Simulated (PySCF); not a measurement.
# C2H3F: NMR shifts, electronic excitations and K edges in gas and solvents, part 2 of 2

PySCF 2.14.0. Atoms count from 0. Earlier steps stand in the parts before.

### 9 Excited states and response: CAM-B3LYP/def2-SVPD in chloroform

What the job is given:

```
{"job": {"kind": "uv", "xc": "CAM-B3LYP", "basis": "def2-SVPD", "solvent": "chloroform", "nstates": 6, "ntriplets": 0}, "charge": 0, "multiplicity": 1}
C      0.764631    -0.114965    -0.076824
C     -0.552505     0.035629    -0.057482
F     -1.143553     1.165626     0.316497
H      1.193400    -1.064776    -0.397793
H      1.430544     0.697016     0.222423
H     -1.274292    -0.736507    -0.344342
```

Level: TDDFT CAM-B3LYP/def2-SVPD, vertical, IEF-PCM chloroform (non-equilibrium linear response), core orbitals frozen in the response.

Standard output:

```text
coarse grid: 5120 points
cycle   1  E = -177.5736788657  dE =  2.556e-01  |g| = 4.157e-01  |ddm| = 2.935e+00
cycle   2  E = -177.5697688449  dE =  3.910e-03  |g| = 4.698e-01  |ddm| = 6.727e-01
cycle   3  E = -177.6074521079  dE = -3.768e-02  |g| = 3.309e-02  |ddm| = 3.393e-01
cycle   4  E = -177.6076354165  dE = -1.833e-04  |g| = 1.409e-02  |ddm| = 4.027e-02
cycle   5  E = -177.6076736907  dE = -3.827e-05  |g| = 6.726e-03  |ddm| = 1.887e-02
cycle   6  E = -177.6076837536  dE = -1.006e-05  |g| = 9.066e-04  |ddm| = 6.774e-03
cycle   7  E = -177.6076840070  dE = -2.534e-07  |g| = 3.497e-04  |ddm| = 1.524e-03
final grid: 50136 points
cycle   8  E = -177.6353412529  dE = -1.224e-05  |g| = 2.623e-03  |ddm| = 3.001e-02
cycle   9  E = -177.6353410947  dE =  1.581e-07  |g| = 3.014e-03  |ddm| = 5.453e-03
cycle  10  E = -177.6353426641  dE = -1.569e-06  |g| = 2.993e-04  |ddm| = 2.061e-03
cycle  11  E = -177.6353426807  dE = -1.665e-08  |g| = 6.599e-05  |ddm| = 3.163e-04
cycle  12  E = -177.6353426819  dE = -1.144e-09  |g| = 1.296e-05  |ddm| = 1.200e-04
cycle  13  E = -177.6353426819  dE = -4.317e-11  |g| = 6.118e-06  |ddm| = 1.964e-05
converged SCF energy = -177.6353426819

Static polarisability (au): isotropic 32.433, principal 24.296 30.055 42.949

Singlet excitations
state   eV       nm        f      main configurations
  1   7.4032    167.5   0.05970   H->L+1 0.96
  2   7.4873    165.6   0.39809   H->L 0.96
  3   8.1586    152.0   0.01074   H->L+2 0.92
  4   8.8485    140.1   0.00033   H-1->L 0.48, H->L+3 0.45
  5   8.9414    138.7   0.00118   H-1->L 0.49, H->L+3 0.41
  6   9.3596    132.5   0.00028   H->L+4 0.81
```

Wall time 3.9 s (1 thread, shared host).

Key values: HOMO -9.10 eV, LUMO 1.39 eV; lowest singlet 7.40 eV.

### 10 Core excitations: BHandHLYP/aug-pcX-1+pcseg-1

What the job is given:

```
{"job": {"kind": "xas", "xc": "BHandHLYP", "basis": {"default": "aug-pcX-1", "H": "pcseg-1"}}, "charge": 0, "multiplicity": 1}
C      0.764631    -0.114965    -0.076824
C     -0.552505     0.035629    -0.057482
F     -1.143553     1.165626     0.316497
H      1.193400    -1.064776    -0.397793
H      1.430544     0.697016     0.222423
H     -1.274292    -0.736507    -0.344342
```

With the program's defaults for keys left out, this is: core-valence-separated TDA BHandHLYP/aug-pcX-1 H:pcseg-1, K edges, non-relativistic, gas phase.

Standard output:

```text
coarse grid: 5120 points
cycle   1  E = -177.6652621047  dE =  2.644e-01  |g| = 4.295e-01  |ddm| = 2.437e+00
cycle   2  E = -177.6680197722  dE = -2.758e-03  |g| = 4.486e-01  |ddm| = 4.847e-01
cycle   3  E = -177.6996945150  dE = -3.167e-02  |g| = 3.396e-02  |ddm| = 2.342e-01
cycle   4  E = -177.6999306083  dE = -2.361e-04  |g| = 8.632e-03  |ddm| = 2.875e-02
cycle   5  E = -177.6999485937  dE = -1.799e-05  |g| = 3.326e-03  |ddm| = 1.208e-02
cycle   6  E = -177.6999511199  dE = -2.526e-06  |g| = 7.853e-04  |ddm| = 2.857e-03
final grid: 50136 points
cycle   7  E = -177.7141203527  dE = -4.130e-05  |g| = 2.977e-03  |ddm| = 1.578e-02
cycle   8  E = -177.7141201284  dE =  2.243e-07  |g| = 3.064e-03  |ddm| = 3.611e-03
cycle   9  E = -177.7141217383  dE = -1.610e-06  |g| = 3.333e-04  |ddm| = 1.790e-03
cycle  10  E = -177.7141217535  dE = -1.523e-08  |g| = 1.214e-04  |ddm| = 2.686e-04
cycle  11  E = -177.7141217569  dE = -3.350e-09  |g| = 1.257e-05  |ddm| = 8.926e-05
cycle  12  E = -177.7141217569  dE = -3.297e-11  |g| = 9.693e-06  |ddm| = 1.823e-05
converged SCF energy = -177.7141217569

C K edge
   eV          f      from atoms
  282.853   0.05625   C0
  284.685   0.07138   C1
  285.897   0.01174   C0
  286.237   0.02165   C0
  287.241   0.00396   C0
  287.321   0.00792   C0
  287.482   0.00348   C0
  287.725   0.04367   C1
  288.221   0.00119   C0
  288.611   0.01998   C1
  288.683   0.00658   C0
  288.952   0.00346   C0

F K edge
   eV          f      from atoms
  685.932   0.01058   F2
  686.516   0.01943   F2
  687.632   0.01553   F2
  688.088   0.00590   F2
  688.388   0.00406   F2
  688.689   0.00168   F2
  689.390   0.00343   F2
  689.742   0.00481   F2
```

Wall time 3.3 s (1 thread, shared host).

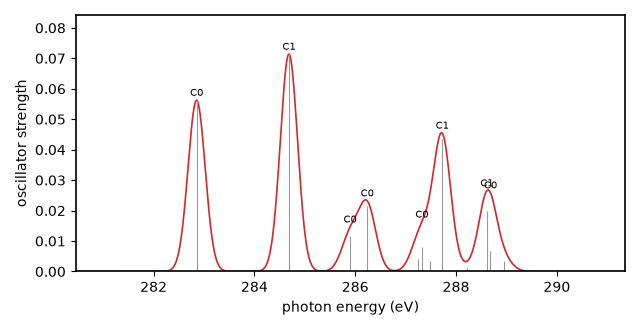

The C K edge. Lines are broadened to a width of 0.40 eV (Gaussian).

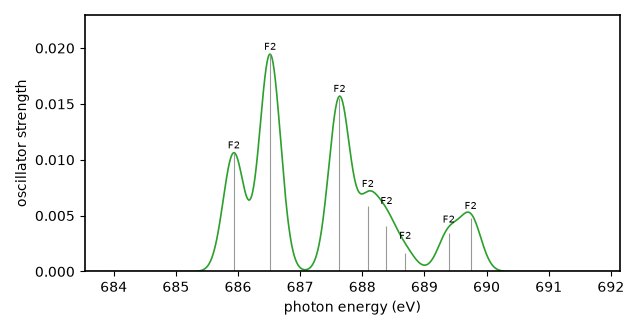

The F K edge. Lines are broadened to a width of 0.40 eV (Gaussian).

### 11 Side by side: NMR shifts

Shifts (ppm), with basis size and wall time (the measured row can stand on another reference than the computed rows):

| run | C1 | C0 | H5 | H4 | H3 | F2 | functions | time |
| --- | --- | --- | --- | --- | --- | --- | --- | --- |
| PBE0/pcSseg-1 in acetone | 166.0 | 101.5 | 6.97 | 5.14 | 4.89 | -104.5 | 66 | 3.6 s |
| PBE0/pcSseg-1 in chloroform | 165.5 | 101.2 | 6.91 | 5.11 | 4.82 | -103.5 | 66 | 2.5 s |
| WP04/pcSseg-1 in chloroform | 164.8 | 102.4 | 6.67 | 4.96 | 4.70 | -110.7 | 66 | 3.3 s |
| wB97X-D/pcSseg-1 in chloroform | 166.4 | 102.2 | 6.91 | 5.14 | 4.83 | -102.6 | 66 | 2.8 s |
| measured | – | – | 6.17 | 4.37 | 4.03 | -113.0 | – | – |

Measured: solution, not stated per compound (mostly CDCl3 or CCl4); Pretsch, Buehlmann, Badertscher, Structure Determination of Organic Compounds, 4th ed. (2009); G. Saielli, R. Bini, A. Bagno, Computational 19F NMR. 2. Organic compounds, RSC Adv. 2014, ESI (exp. from Berger-Braun-Kalinowski 1994 and Everett 1995).

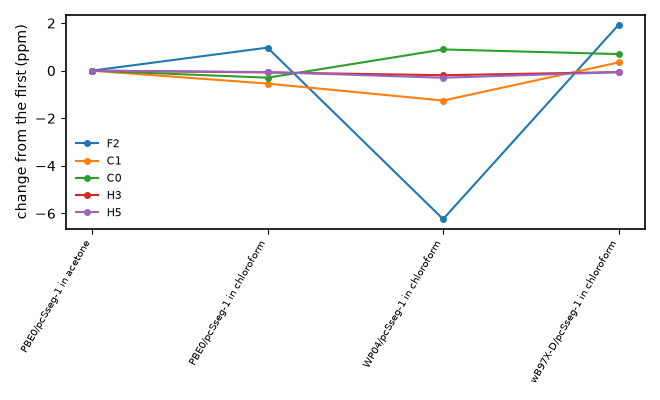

How five of the tabulated atoms move from run to run.

### 12 Comparing the runs: electronic excitations

Excitations and ground-state properties, with basis size and wall time:

```csv
run,lowest singlet (eV),brightest (eV),f,gap (eV),α (Å³),μ (D),functions,time
CAM-B3LYP/def2-SVPD,7.40,7.66,0.334,10.44,4.04,1.41,87,5.8 s
CAM-B3LYP/def2-SVPD in acetone,7.41,7.53,0.388,10.50,5.09,1.72,87,3.9 s
CAM-B3LYP/def2-SVPD in chloroform,7.40,7.49,0.398,10.48,4.81,1.64,87,3.9 s
```

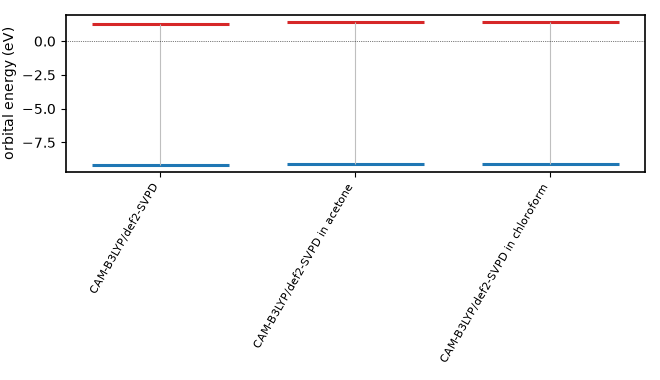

HOMO (blue) and LUMO (red) run by run.

The continuum's effect on the ground state:

```csv
solvent,ε,polarisation energy (Eh),μ (D)
chloroform,4.71,-0.0028,1.64
acetone,20.49,-0.0038,1.72
```

### 13 Results

What follows sums up all 2 parts.

| quantity | value |
| --- | --- |
| point group | Cs |
| rotational constants (main isotopes) | 66.01, 10.63, 9.16 GHz |
| ¹³C shifts against TMS (PBE0/pcSseg-1, acetone) | 166.0, 101.5 ppm |
| ¹H shifts against TMS (PBE0/pcSseg-1, acetone) | 6.97, 5.14, 4.89 ppm |
| ¹⁹F shifts against CFCl3 (PBE0/pcSseg-1, acetone) | -104.5 ppm |
| measured, and computed on the same scale | H5 δ 6.17, 6.97; H3 δ 4.03, 4.89; H4 δ 4.37, 5.14; F2 δ -113.0, -104.5 ppm |
| lowest singlet (CAM-B3LYP/def2-SVPD) | 7.40 eV (168 nm), f = 0.044 |
| brightest single state of those computed | state 2, 7.66 eV, f = 0.334 |
| C K edge | first line 282.85 eV, strongest 284.69 eV (f = 0.071) |
| F K edge | first line 685.93 eV, strongest 686.52 eV (f = 0.019) |
| range of the shift of F2 (PBE0/pcSseg-1 runs) | -104.5 to -103.5 ppm |
| range of the lowest singlet | 7.40 to 7.41 eV |

**Reading.** At PBE0/pcSseg-1: The largest span, 215 ppm, is at F2, where the paramagnetic term is -188 ppm. Vibration and temperature are missing from the calculation, so part of the miss against the measured shifts is not the functional's. The lowest singlet, at 7.40 eV, is HOMO→LUMO+1 0.96 and is weak; of the 6 states computed, the strongest absorption comes from state 2 at 7.66 eV. The dipole moment, 1.41 D, compares with 1.43 D measured. At the C edge the strongest single line lifts a 1s electron of C1 into LUMO (weight 0.81), 1.8 eV above the first line. At the F edge the strongest single line lifts a 1s electron of F2 into several orbitals, led by LUMO+3 (weight 0.28), 0.6 eV above the first line. Absolute edge energies from this method are off by several eV; spacings are better. The lowest singlet runs from 7.40 eV (CAM-B3LYP/def2-SVPD) to 7.41 eV (CAM-B3LYP/def2-SVPD in acetone), while the orbital gap spans 10.44 to 10.50 eV. The lowest state need not be the same one in every run.
